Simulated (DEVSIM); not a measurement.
Structure: Cr/HfO2/n-Si capacitor, at 400 K.

| layer (left to right) | material | thickness (nm) | Nd (cm⁻³) |
|---|---|---|---|
| 1 | HfO2 | 18.0 | - |
| 2 | Si | 1700 | 1.1e17 |

Metal gate on the left, work function 4.5 eV. Fixed charge at the semiconductor interface 4.6e11 cm⁻² (in units of +e); interface traps 3e11 cm⁻² eV⁻¹, uniform in energy, neutral level at 0.5 of the gap above the valence band.

The device is made up for the run: typed textbook-type constants, with dimensions and the other settings drawn at random. Values at 300 K; Nc and Nv go as T^1.5, mobilities as T to minus their exponent, the gap by Varshni's rule with the affinity fixed.

| parameter | HfO2 | Si |
|---|---|---|
| gap (eV) | 5.7 | 1.124 |
| affinity (eV) | 2.5 | 4.05 |
| permittivity | 22 | 11.7 |
| Nc (cm⁻³) | - | 2.86e19 |
| Nv (cm⁻³) | - | 3.1e19 |
| Varshni α (eV/K) | - | 0.000473 |
| Varshni β (K) | - | 636 |

Simulated with DEVSIM: 1D Poisson equation in equilibrium, Boltzmann statistics, complete ionisation; no quantum confinement or tunnelling. Metal contacts follow the ideal Schottky-Mott rule: no Fermi-level pinning, no interface dipoles.

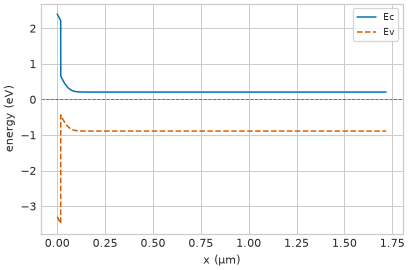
Figure: Band edges at -0.4 V on the gate

Energies count from the Fermi level of the right contact; mesh points crowd at the junctions.

| x (μm) | Ec (eV) | Ev (eV) | n (cm⁻³) | p (cm⁻³) | field (V/cm) |
|---|---|---|---|---|---|
| 0.000 | 2.400 | -3.300 | < 1e2 | < 1e2 | -100000 |
| 0.001296 | 2.386 | -3.313 | < 1e2 | < 1e2 | -100000 |
| 0.003848 | 2.360 | -3.340 | < 1e2 | < 1e2 | -100000 |
| 0.008872 | 2.307 | -3.393 | < 1e2 | < 1e2 | -100000 |
| 0.01507 | 2.243 | -3.457 | < 1e2 | < 1e2 | -100000 |
| 0.01717 | 2.221 | -3.479 | < 1e2 | < 1e2 | -100000 |
| 0.01826 | 0.659 | -0.437 | 2.2e11 | 1.5e14 | -120000 |
| 0.02090 | 0.628 | -0.468 | 5.4e11 | 6.0e13 | -110000 |
| 0.02569 | 0.575 | -0.521 | 2.5e12 | 1.3e13 | -110000 |
| 0.03613 | 0.473 | -0.623 | 4.8e13 | 6.7e11 | -89000 |
| 0.05887 | 0.315 | -0.782 | 4.8e15 | 6.8e9 | -51000 |
| 0.1369 | 0.207 | -0.889 | 1.1e17 | 3.0e8 | -530 |
| 0.2784 | 0.207 | -0.890 | 1.1e17 | 2.9e8 | ≈ 0 |
| 0.5866 | 0.207 | -0.890 | 1.1e17 | 2.9e8 | ≈ 0 |
| 1.256 | 0.207 | -0.890 | 1.1e17 | 2.9e8 | ≈ 0 |
| 1.507 | 0.207 | -0.890 | 1.1e17 | 2.9e8 | ≈ 0 |
| 1.622 | 0.207 | -0.890 | 1.1e17 | 2.9e8 | ≈ 0 |
| 1.674 | 0.207 | -0.890 | 1.1e17 | 2.9e8 | ≈ 0 |
| 1.704 | 0.207 | -0.890 | 1.1e17 | 2.9e8 | ≈ 0 |
| 1.712 | 0.207 | -0.890 | 1.1e17 | 2.9e8 | ≈ 0 |
| 1.716 | 0.207 | -0.890 | 1.1e17 | 2.9e8 | ≈ 0 |
| 1.718 | 0.207 | -0.890 | 1.1e17 | 2.9e8 | ≈ 0 |
